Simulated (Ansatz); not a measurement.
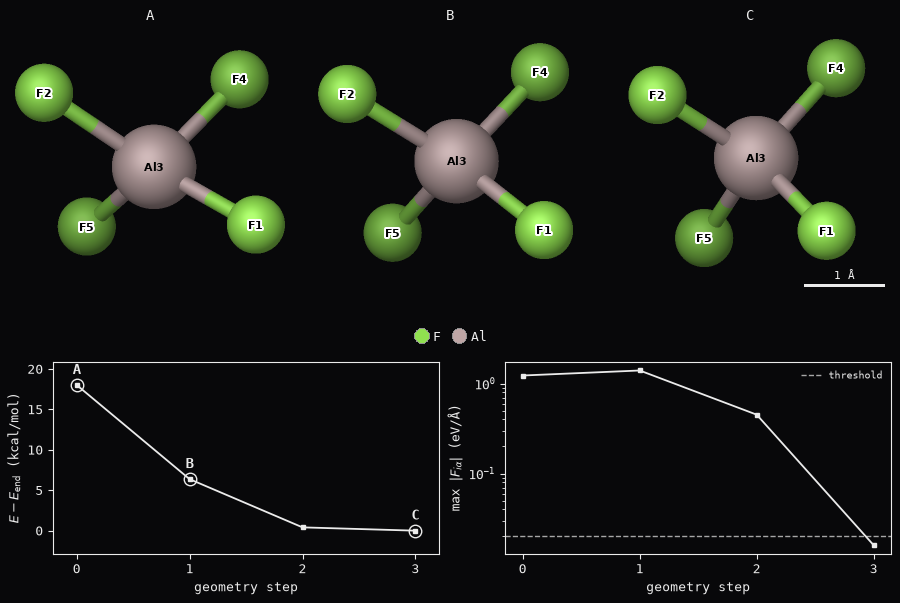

Frames of a relaxation of AlF4 (charge −1), marked on the history of the run. The picture is a ball-and-stick view, seen from a free direction.

The run prepares the start of a later molecular dynamics calculation, from a guessed geometry.

The calculation used Ansatz, RKS PBE/STO-3G. (no spin polarisation; force threshold 0.02 eV/Å; at most 40 steps)

Question: Describe the path.

Answer: F1 moves most after the best rigid fit: 0.38 Å. Largest moves by element: F 0.38 Å, Al 0.16 Å. Among the contacts that change: F1–Al3 1.756 → 1.689 Å, F2–Al3 1.732 → 1.689 Å, Al3–F5 1.719 → 1.689 Å, Al3–F4 1.678 → 1.689 Å. Among the angles between lasting bonds that change: F1–Al3–F2 133.0° → 109.5°, F1–Al3–F4 90.5° → 109.4°, F1–Al3–F5 125.7° → 109.5°. After 3 geometry steps the energy has fallen by 18.0 kcal/mol. The largest force component goes from 1.2 to 0.016 eV/Å. From step 0 to 1: F1 moves most (0.17 Å), energy −11.6 kcal/mol. From step 1 to 3: F1 moves most (0.22 Å), energy −6.37 kcal/mol.

```tsv
step	E − E(0), kcal/mol	largest force component, eV/Å
0	0.00	1.2305
1	-11.64	1.3993
2	-17.61	0.4516
3	-18.01	0.0160
```

Limits of the set-up: STO-3G is a minimal basis, so the numbers are rough.
